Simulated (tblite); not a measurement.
# Run report: C$_{6}$H$_{9}$NOSi, geometry relaxation (part 2 of 3)

The same run, continued: C$_{6}$H$_{9}$NOSi; GFN2-xTB geometry optimisation, gas phase (tblite 0.8.0). It belongs to a series of runs on one base structure; here: constitutional isomer.

Geometry of the input (Å):
```
Si 3.2484  0.5245  0.0487
C  1.3785  0.3508  -0.0253
C  1.0687  -1.0424  -0.4449
N  -0.1464  -1.4851  -0.5456
C  -1.2058  -0.6203  -0.1955
C  -2.4973  -1.0975  0.0670
C  -3.2907  -0.0069  0.3551
C  -2.4568  1.0872  0.2558
O  -1.2536  0.6671  -0.0769
H  3.7494  0.7058  1.4221
H  3.6521  1.6784  -0.7505
H  3.8568  -0.6606  -0.5754
H  1.0388  1.0054  -0.8568
H  0.8837  0.6550  0.9073
H  1.8859  -1.6754  -0.6953
H  -2.7860  -2.1411  0.0622
H  -4.3526  -0.0454  0.6178
H  -2.7820  2.1069  0.4183
```

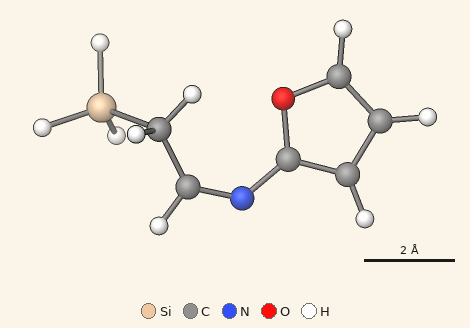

Figure 1. The geometry at step 102 of the log (ball-and-stick view, seen at a tilt).

## Trajectory as extended XYZ, continued
```
18
Properties=species:S:1:pos:R:3:forces:R:3 step=58 energy=-710.80686
Si    3.4100    0.5222    0.0224   -0.0520   0.0200   0.0260
C     1.5234    0.4372   -0.2493    0.0130   0.0280   0.0080
C     1.0034   -0.9568   -0.3762    0.0410   0.0100  -0.0310
N    -0.1822   -1.3937   -0.2600   -0.0180   0.0410   0.0220
C    -1.2949   -0.6717   -0.0024   -0.0060   0.0470  -0.0170
C    -2.5707   -1.1735    0.0909   -0.0370  -0.0370   0.0050
C    -3.4213   -0.0755    0.3222   -0.0060   0.0190  -0.0020
C    -2.6172    1.0222    0.3528    0.0620   0.0310   0.0050
O    -1.3343    0.6875    0.1614    0.0550   0.0210  -0.0200
H     3.7003    0.4389    1.4563   -0.0010  -0.0290  -0.0460
H     3.9306    1.7797   -0.5164   -0.0250   0.0230   0.0220
H     4.0313   -0.5907   -0.6998    0.0140   0.0020   0.0280
H     1.2660    0.9784   -1.1660    0.0010  -0.0630  -0.0330
H     0.9748    0.9545    0.5410    0.0110   0.0010   0.0200
H     1.7280   -1.7249   -0.6233    0.0280  -0.0430  -0.0170
H    -2.8394   -2.2024   -0.0033   -0.0290  -0.0770   0.0060
H    -4.4839   -0.0872    0.4429   -0.0450  -0.0330   0.0100
H    -2.8325    2.0624    0.4951   -0.0080   0.0370   0.0130
18
Properties=species:S:1:pos:R:3:forces:R:3 step=66 energy=-710.81490
Si    3.4152    0.5179    0.0200   -0.0440   0.0100   0.0820
C     1.5492    0.4450   -0.3517   -0.0640   0.0450  -0.0100
C     1.0135   -0.9487   -0.3485    0.0040   0.0210   0.0100
N    -0.1749   -1.3603   -0.1871   -0.0450  -0.0550  -0.0040
C    -1.2976   -0.6425    0.0308    0.0220   0.0520  -0.0180
C    -2.5681   -1.1653    0.0930    0.0130  -0.0070   0.0140
C    -3.4367   -0.0817    0.3273   -0.0150  -0.0160   0.0060
C    -2.6504    1.0283    0.3951    0.0490  -0.0220  -0.0240
O    -1.3592    0.7147    0.2122    0.0470   0.0060   0.0140
H     3.6133    0.2787    1.4507    0.0230  -0.0020  -0.0040
H     3.9517    1.8274   -0.3498   -0.0260   0.0170  -0.0010
H     4.0820   -0.5262   -0.7569    0.0350  -0.0140  -0.0280
H     1.3568    0.8710   -1.3445    0.0190  -0.0390   0.0670
H     0.9746    1.0567    0.3504    0.0170  -0.0240  -0.0840
H     1.7271   -1.7487   -0.5257    0.0090   0.0240  -0.0370
H    -2.8183   -2.1988   -0.0231   -0.0180   0.0050   0.0170
H    -4.5001   -0.1230    0.4331   -0.0530   0.0190   0.0080
H    -2.8870    2.0617    0.5632    0.0260  -0.0210  -0.0080
18
Properties=species:S:1:pos:R:3:forces:R:3 step=73 energy=-710.82231
Si    3.3983    0.5208    0.0523   -0.0260   0.0600  -0.0440
C     1.5460    0.4308   -0.3972    0.1130  -0.1240   0.0250
C     1.0073   -0.9592   -0.3446    0.0250  -0.0200  -0.0170
N    -0.1812   -1.3676   -0.1695    0.0510  -0.0240  -0.0680
C    -1.3001   -0.6378    0.0317    0.0390  -0.0690   0.0850
C    -2.5717   -1.1589    0.1060    0.0390  -0.0050  -0.0070
C    -3.4358   -0.0710    0.3414    0.0180  -0.0370   0.0300
C    -2.6405    1.0330    0.4080   -0.0150  -0.0020  -0.0500
O    -1.3517    0.7186    0.2135   -0.0180  -0.0770   0.0220
H     3.5877    0.1902    1.4625   -0.0200   0.0140   0.0470
H     3.8862    1.8718   -0.2387   -0.0270  -0.0220   0.0380
H     4.1416   -0.4398   -0.7674   -0.0300  -0.0040  -0.0130
H     1.4224    0.7650   -1.4280    0.0290   0.0960  -0.1410
H     0.9429    1.1030    0.2102   -0.0620   0.0070   0.0510
H     1.7290   -1.7540   -0.5292   -0.0990   0.0300   0.0330
H    -2.8211   -2.1956   -0.0011   -0.0140   0.0780   0.0100
H    -4.5000   -0.1081    0.4559    0.0090   0.0310   0.0030
H    -2.8680    2.0649    0.5826   -0.0130   0.0670  -0.0040
18
Properties=species:S:1:pos:R:3:forces:R:3 step=80 energy=-710.83395
Si    3.3658    0.5397    0.0953    0.0120  -0.0090  -0.0210
C     1.5523    0.3876   -0.4765   -0.0280  -0.0100  -0.0150
C     1.0025   -0.9938   -0.3825   -0.0340  -0.0260  -0.0390
N    -0.1880   -1.3936   -0.1935    0.0430   0.0180   0.0640
C    -1.2966   -0.6537    0.0278   -0.0120  -0.0150  -0.0100
C    -2.5747   -1.1531    0.1373   -0.0040   0.0260   0.0050
C    -3.4160   -0.0483    0.3833    0.0060   0.0090  -0.0200
C    -2.6061    1.0471    0.4004    0.0020  -0.0200   0.0950
O    -1.3261    0.7061    0.1910   -0.0260  -0.0140  -0.0330
H     3.5330    0.1163    1.4857   -0.0700   0.0120   0.0040
H     3.7390    1.9455   -0.0604    0.0340   0.0190   0.0190
H     4.2228   -0.2960   -0.7531   -0.0580   0.0150   0.0030
H     1.5126    0.6724   -1.5358    0.0160   0.0020   0.0690
H     0.9056    1.0891    0.0541    0.0140  -0.0290  -0.0380
H     1.7104   -1.8029   -0.5352    0.0310  -0.0070  -0.0510
H    -2.8527   -2.1833    0.0404    0.0200   0.0590   0.0360
H    -4.4771   -0.0582    0.5345    0.0330  -0.0160  -0.0340
H    -2.8156    2.0852    0.5756    0.0200  -0.0150  -0.0350
18
Properties=species:S:1:pos:R:3:forces:R:3 step=88 energy=-710.84714
Si    3.3062    0.5691    0.1479    0.0260  -0.0370  -0.0180
C     1.5525    0.3489   -0.5704   -0.0820   0.0620  -0.0670
C     1.0063   -1.0277   -0.4336   -0.0130   0.0180   0.0010
N    -0.1734   -1.4175   -0.1683   -0.0180   0.0470  -0.0100
C    -1.2728   -0.6629    0.0625   -0.0220   0.0020  -0.0030
C    -2.5582   -1.1401    0.1823   -0.0020  -0.0020   0.0700
C    -3.3858   -0.0225    0.4164    0.0050  -0.0060  -0.0540
C    -2.5624    1.0622    0.4233    0.0000  -0.0150  -0.0310
O    -1.2885    0.7004    0.2060    0.0020  -0.0090   0.0250
H     3.4134    0.0257    1.5019   -0.0450   0.0140  -0.0110
H     3.6046    2.0049    0.1486    0.0150  -0.0670  -0.0030
H     4.2211   -0.1524   -0.7468    0.0080   0.0480   0.0780
H     1.6391    0.5681   -1.6418   -0.0460  -0.0440   0.0360
H     0.8504    1.0754   -0.1600    0.0470  -0.0260  -0.0120
H     1.7064   -1.8413   -0.6053    0.0100   0.0250  -0.0250
H    -2.8623   -2.1638    0.1152    0.0540  -0.0040  -0.0090
H    -4.4496   -0.0296    0.5491    0.0470   0.0310   0.0200
H    -2.7556    2.1093    0.5613    0.0130  -0.0360   0.0120
18
Properties=species:S:1:pos:R:3:forces:R:3 step=95 energy=-710.86130
Si    3.2164    0.5912    0.1971    0.0030  -0.0410  -0.0240
C     1.5460    0.3058   -0.6959    0.0100   0.0540   0.0510
C     1.0044   -1.0611   -0.4950    0.0080   0.0070  -0.0040
N    -0.1614   -1.4355   -0.1584   -0.0080  -0.0180  -0.0050
C    -1.2438   -0.6639    0.0913    0.0000  -0.0080   0.0080
C    -2.5304   -1.1268    0.2430    0.0130   0.0030  -0.0050
C    -3.3445    0.0062    0.4495    0.0150   0.0080   0.0320
C    -2.5080    1.0799    0.4256    0.0030   0.0020   0.0100
O    -1.2397    0.7008    0.2078   -0.0170   0.0010   0.0010
H     3.2474   -0.0688    1.5018   -0.0460  -0.0270  -0.0160
H     3.4320    2.0264    0.3902   -0.0350  -0.0080  -0.0560
H     4.2601    0.0394   -0.6733    0.0170  -0.0010   0.0640
H     1.7250    0.4320   -1.7660    0.0350   0.0290  -0.0350
H     0.8122    1.0509   -0.3956    0.0100   0.0200  -0.0270
H     1.6954   -1.8780   -0.6869   -0.0070   0.0050   0.0110
H    -2.8261   -2.1538    0.1977   -0.0270   0.0080   0.0030
H    -4.4045    0.0323    0.6022    0.0170  -0.0420  -0.0030
H    -2.6892    2.1294    0.5533    0.0090   0.0070  -0.0050
18
Properties=species:S:1:pos:R:3:forces:R:3 step=102 energy=-710.87774
Si    3.0301    0.6143    0.2800    0.0620   0.0490  -0.0330
C     1.5357    0.2494   -0.8650    0.0850  -0.0800  -0.1030
C     1.0045   -1.1138   -0.6227    0.1050   0.0410  -0.0140
N    -0.1302   -1.4763   -0.1859   -0.0700  -0.0180   0.0380
C    -1.1764   -0.6751    0.1154   -0.0280  -0.0060  -0.0150
C    -2.4630   -1.1001    0.3427    0.0010  -0.0220  -0.0050
C    -3.2408    0.0585    0.5371   -0.0440  -0.0060  -0.0590
C    -2.3861    1.1127    0.4286   -0.0110  -0.0190   0.0340
O    -1.1363    0.6922    0.1803   -0.0250  -0.0040  -0.0080
H     2.9564   -0.2089    1.4814   -0.0320  -0.0390   0.0680
H     3.0432    2.0299    0.6488   -0.0610   0.0130  -0.0240
H     4.2698    0.3149   -0.4410   -0.0130  -0.0500  -0.0150
H     1.8662    0.3101   -1.9048    0.0790  -0.0070   0.0390
H     0.7610    0.9951   -0.7209   -0.0310   0.0510   0.0000
H     1.6762   -1.9400   -0.8407    0.0360   0.0470  -0.0110
H    -2.7925   -2.1173    0.3490    0.0010  -0.0120   0.0030
H    -4.2975    0.0875    0.7020   -0.0200   0.0780   0.0740
H    -2.5292    2.1733    0.5039   -0.0360  -0.0160   0.0300
18
Properties=species:S:1:pos:R:3:forces:R:3 step=110 energy=-710.89347
Si    2.9121    0.6226    0.3301    0.0050  -0.0550  -0.1020
C     1.5534    0.2247   -0.9759    0.0020   0.0390  -0.0300
C     1.0216   -1.1277   -0.7008   -0.0390  -0.0120   0.1140
N    -0.0988   -1.4825   -0.2124    0.0600   0.0210  -0.0800
C    -1.1389   -0.6756    0.1012   -0.0270  -0.0080  -0.0360
C    -2.4217   -1.0869    0.3819    0.0240   0.0030   0.0150
C    -3.1830    0.0825    0.5897    0.0320   0.0020   0.0280
C    -2.3218    1.1260    0.4382    0.0090   0.0000   0.0230
O    -1.0862    0.6926    0.1459   -0.0230  -0.0140  -0.0200
H     2.7492   -0.2990    1.4561    0.0300   0.0760   0.0270
H     2.7524    2.0136    0.7538    0.0260  -0.0200   0.0020
H     4.2354    0.4154   -0.2814   -0.1340   0.0260   0.0570
H     1.9870    0.2512   -1.9776    0.0460  -0.0270   0.0760
H     0.7588    0.9667   -0.9279    0.0600   0.0050  -0.0390
H     1.7103   -1.9462   -0.8916   -0.0590  -0.0380  -0.0390
H    -2.7580   -2.1021    0.4246    0.0110   0.0220  -0.0200
H    -4.2260    0.1426    0.8253    0.0030  -0.0070  -0.0020
H    -2.4545    2.1883    0.5091   -0.0270  -0.0110   0.0250
18
Properties=species:S:1:pos:R:3:forces:R:3 step=117 energy=-710.92395
Si    2.4881    0.6488    0.4755    0.0870   0.2290  -0.0860
C     1.6170    0.1122   -1.1667   -0.0360   0.1270   0.0420
C     1.0484   -1.2280   -0.9227   -0.2360  -0.1090  -0.1360
N    -0.0770   -1.5502   -0.4127    0.0540   0.2420   0.0000
C    -1.0429   -0.6887    0.0021   -0.0710   0.0000  -0.0020
C    -2.2786   -1.0361    0.5076    0.1100   0.0320  -0.1410
C    -2.9675    0.1683    0.7830    0.2660  -0.0540  -0.0710
C    -2.1059    1.1732    0.4470   -0.0260  -0.1530  -0.0150
O    -0.9485    0.6815   -0.0303   -0.0200  -0.0410   0.1340
H     2.2565   -0.3258    1.5496   -0.0080   0.1010  -0.1200
H     2.0118    1.9848    0.8644   -0.0100  -0.1630  -0.0160
H     3.9274    0.7477    0.1833   -0.1040  -0.0670   0.0480
H     2.3360    0.0884   -1.9954   -0.1990  -0.0080   0.2450
H     0.8190    0.8264   -1.3964    0.2420  -0.1070   0.0040
H     1.6840   -2.0669   -1.2006   -0.1140  -0.0060   0.1120
H    -2.6206   -2.0435    0.6304   -0.0530   0.0590   0.0360
H    -3.9635    0.2711    1.1709    0.1280  -0.0030  -0.0130
H    -2.1926    2.2431    0.4994   -0.0100  -0.0790  -0.0200
18
Properties=species:S:1:pos:R:3:forces:R:3 step=124 energy=-710.95432
Si    2.3648    0.6879    0.4945   -0.0850  -0.0610   0.0300
C     1.6490    0.0767   -1.1918    0.0320  -0.0320   0.0570
C     1.0384   -1.2588   -1.0062   -0.0230   0.0340  -0.0020
N    -0.0972   -1.5560   -0.5144    0.0060   0.0120  -0.0060
C    -1.0291   -0.6861   -0.0625    0.0750  -0.0430   0.0090
C    -2.2280   -1.0264    0.5182   -0.0110  -0.0380  -0.0060
C    -2.8715    0.1827    0.8471   -0.0080  -0.0070   0.0200
C    -2.0326    1.1783    0.4520    0.0110   0.0350   0.0190
O    -0.9145    0.6803   -0.0952    0.0430  -0.0620   0.0130
H     2.0678   -0.2691    1.5634   -0.0250  -0.0120  -0.0590
H     1.7810    1.9776    0.8495   -0.0060   0.0640  -0.0430
H     3.8190    0.8014    0.3708    0.0010   0.0130  -0.0530
H     2.4412    0.0311   -1.9392   -0.0290  -0.0220   0.0380
H     0.8931    0.7845   -1.5272    0.0310   0.0440   0.0120
H     1.6412   -2.1186   -1.2837   -0.0050   0.0170   0.0090
H    -2.5868   -2.0203    0.6883    0.0270   0.0090  -0.0390
H    -3.8253    0.2956    1.3174   -0.0510   0.0210   0.0130
H    -2.1194    2.2454    0.5073    0.0170   0.0280  -0.0120
18
Properties=species:S:1:pos:R:3:forces:R:3 step=132 energy=-710.96827
Si    2.1632    0.7074    0.5312    0.0190  -0.0540  -0.0790
C     1.6830    0.0517   -1.2203   -0.0450   0.0390   0.0760
C     1.0404   -1.2737   -1.0933    0.0080  -0.0100   0.0220
N    -0.0929   -1.5715   -0.5976   -0.0200  -0.0270   0.0500
C    -0.9858   -0.6978   -0.0820    0.0450  -0.0160  -0.0280
C    -2.1610   -1.0207    0.5541   -0.0170  -0.0130  -0.0200
C    -2.7684    0.1992    0.9150    0.0520   0.0210  -0.0190
C    -1.9311    1.1825    0.4807   -0.0570  -0.0210   0.0120
O    -0.8463    0.6655   -0.1162   -0.0300  -0.0400   0.0090
H     1.7875   -0.2592    1.5643   -0.0320   0.0190  -0.0340
H     1.5381    1.9987    0.7861   -0.0220   0.0710   0.0020
H     3.6221    0.8516    0.5286   -0.0080   0.0110   0.0160
H     2.5710   -0.0239   -1.8437    0.0010   0.0030  -0.0380
H     0.9963    0.7643   -1.6798    0.0230  -0.0350   0.0630
H     1.6203   -2.1344   -1.4105    0.0070  -0.0090  -0.0340
H    -2.5298   -2.0101    0.7322    0.0310   0.0300  -0.0280
H    -3.7002    0.3253    1.4270   -0.0090   0.0260  -0.0040
H    -2.0153    2.2513    0.5125    0.0530   0.0060   0.0340
18
Properties=species:S:1:pos:R:3:forces:R:3 step=139 energy=-710.97497
Si    2.0775    0.7277    0.5374   -0.0480  -0.0670  -0.0080
C     1.6821    0.0382   -1.2188    0.0650  -0.0140  -0.0230
C     1.0425   -1.2931   -1.1209   -0.0150   0.0200   0.0020
N    -0.0873   -1.5989   -0.6207   -0.0040   0.0110  -0.0200
C    -0.9635   -0.7167   -0.0909    0.0310  -0.0010   0.0230
C    -2.1313   -1.0186    0.5667   -0.0220  -0.0050  -0.0260
C    -2.7127    0.2116    0.9374   -0.0050  -0.0090  -0.0250
C    -1.8699    1.1797    0.4827   -0.0430   0.0040   0.0370
O    -0.8058    0.6432   -0.1322    0.0140   0.0130   0.0070
H     1.6510   -0.2411    1.5491   -0.0010   0.0310  -0.0110
H     1.4358    2.0176    0.7676    0.0060   0.0490  -0.0270
H     3.5316    0.8879    0.6068    0.0160  -0.0010   0.0080
H     2.5949   -0.0319   -1.8107   -0.0430  -0.0020   0.0140
H     1.0124    0.7417   -1.7119   -0.0320  -0.0060   0.0210
H     1.6074   -2.1452   -1.4838    0.0390  -0.0060   0.0110
H    -2.5067   -2.0028    0.7476   -0.0210  -0.0250   0.0080
H    -3.6358    0.3568    1.4616    0.0210   0.0040  -0.0060
H    -1.9311    2.2499    0.5215    0.0420   0.0030   0.0150
```
